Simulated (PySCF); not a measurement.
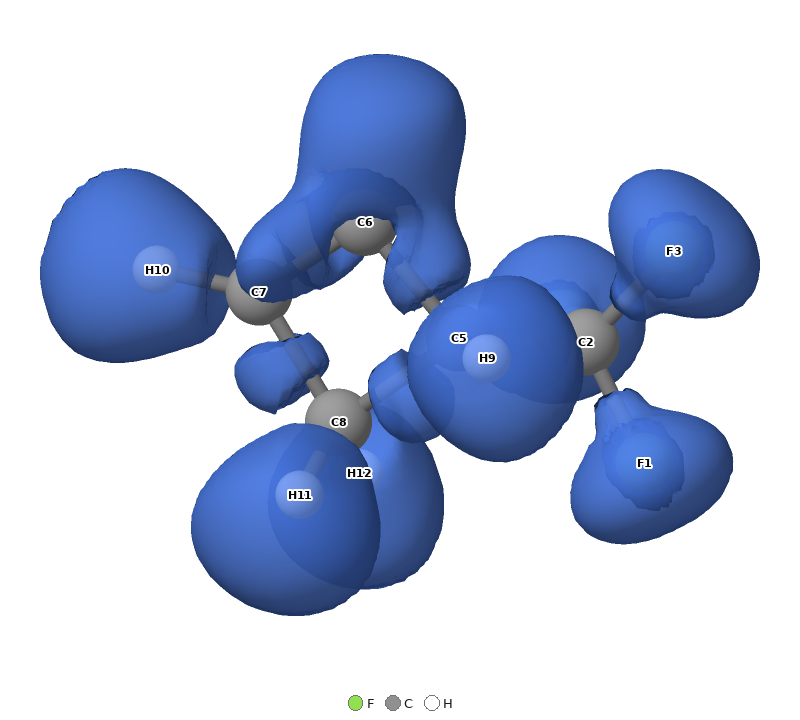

C$_{5}$H$_{4}$F$_{3}$ (SMILES FC(F)(F)[C@H]1[C]=CC1) (doublet). Isosurface of the ELF at 0.75 (blue), seen at a tilt. Only the valence region is drawn (cores and ρ < 0.01 e/Å³ removed).

Geometry: PBE0-D3(BJ)/def2-SVP.

All numbers below come from UKS B3LYP, IGLO-III on C F, pcH-1 on H, non-relativistic, mean-field spin-orbit, GIAO (PySCF 2.14.0, density-fitted response routines).

Input

```
{"job": {"kind": "epr"}, "charge": 0, "multiplicity": 2}
F     -2.134897    -0.518106    -0.871592
C     -1.546459     0.018084     0.203617
F     -2.350982     0.974529     0.669354
F     -1.468302    -0.935672     1.132981
C     -0.190832     0.573038    -0.155708
C      0.735907     0.941164     0.970654
C      1.710195     0.075759     0.701894
C      0.920633    -0.471961    -0.477625
H     -0.332920     1.346395    -0.925891
H      2.686518    -0.171133     1.118794
H      1.384677    -0.320554    -1.465460
H      0.589441    -1.517102    -0.370575
```

Run with:

```sh
OMP_NUM_THREADS=1 python probes_run.py task.json out
```

> What do the ELF domains correspond to?

The surface consists of three regions between bonded C–C atoms (shared pairs), four regions around hydrogen nuclei, one region on C in which the atom's valence shell and bonds are merged and three regions on F in which the atom's valence shell and bonds are merged.

Values along the shortest contacts:
C–C (1.33 Å): the ELF peaks at about 0.90 between the atoms (a short, multiple covalent bond). C–F (1.33 Å): the ELF peaks at about 0.85 between the atoms; a polar covalent bond.
